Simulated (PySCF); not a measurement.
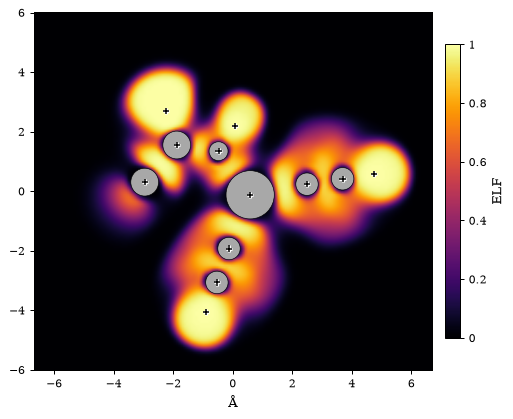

The ELF on a plane through atoms (crosses mark nuclei in the plane; grey discs cover the cores).

The calculation used PySCF 2.14.0, PBE0/pcSseg-1, SCF density, gas phase, non-relativistic.

Candidates:
A. C₄H₁₄PSi (SMILES CC(C)C[SiH2][PH3+]) (charge +1)
B. C₄H₆AlB₂N (SMILES BB[NH][Al]([C]#C)[C]#C)
C. C₅H₆OSSi (SMILES C#CC(=O)C(=C)S[SiH3])

Which system is this?

Candidate B: C₄H₆AlB₂N on the plane of atoms N3, B2 and H11, which holds B, N, Al, C and H. C–C (1.21 Å): the ELF peaks at about 0.85 between the atoms (a multiple bond). B–N (1.42 Å): the ELF peaks at about 0.95 between the atoms: a short, strongly polar bond.
